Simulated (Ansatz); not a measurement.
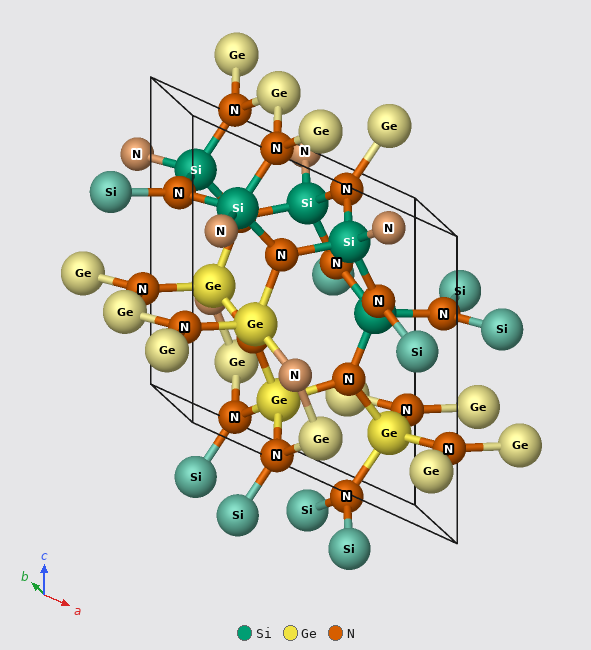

Drawn in the ball-and-stick manner and seen slightly off an axis. One conventional unit cell is framed, with atoms on its boundary repeated. Every bond is drawn to its end, so some atoms lie outside the box, in fainter colours.

Si₃Ge₃N₈, space group Pm (No. 6), a = 7.809 Å, b = 2.992 Å, c = 7.835 Å, α = 90.00°, β = 119.88°, γ = 90.00°. Origin of the cell: a structure type filled with these elements by a generator (whether the compound takes this form wasn't checked). Earlier steps of the study may have refined or changed the cell and positions. It went into a calculation with Ansatz.

This one geometry was computed with Ansatz (DFT, plane waves, PAW) at five levels of theory: PBE with spin-orbit coupling, PBE0, HSE06, r2SCAN and PBE. It was relaxed beforehand with r2SCAN.

**Which level gives the highest pressure at this volume, and what does that say about its equilibrium volume?**

Highest: PBE with spin-orbit coupling (6.1 GPa) and PBE (6.1 GPa), which points to the largest equilibrium volume. Lowest, with the smallest volume: PBE0 (-0.8 GPa) and HSE06 (-0.6 GPa). Levels within 0.5 GPa of each other can't be told apart.

**How does the band gap change with the level of theory?**

PBE: a gap of 3.38 eV, indirect; PBE with spin-orbit coupling: a gap of 3.38 eV, indirect; r2SCAN: a gap of 3.90 eV, indirect; HSE06: a gap of 4.91 eV, indirect; PBE0: a gap of 5.66 eV, indirect.

**Collect the results in a table.**

| level | cutoff (eV) | k-mesh of the run's cell | gap (eV) | pressure (GPa) |
| --- | --- | --- | --- | --- |
| PBE with spin-orbit coupling | 420 | 4×8×4 | 3.38 | 6.1 |
| PBE0 | 420 | 2×6×2 | 5.66 | -0.8 |
| HSE06 | 420 | 2×6×2 | 4.91 | -0.6 |
| r2SCAN | 500 | 4×8×4 | 3.90 | 0.0 |
| PBE | 420 | 4×8×4 | 3.38 | 6.1 |

Gaps are taken on the k-mesh or band path of each run.
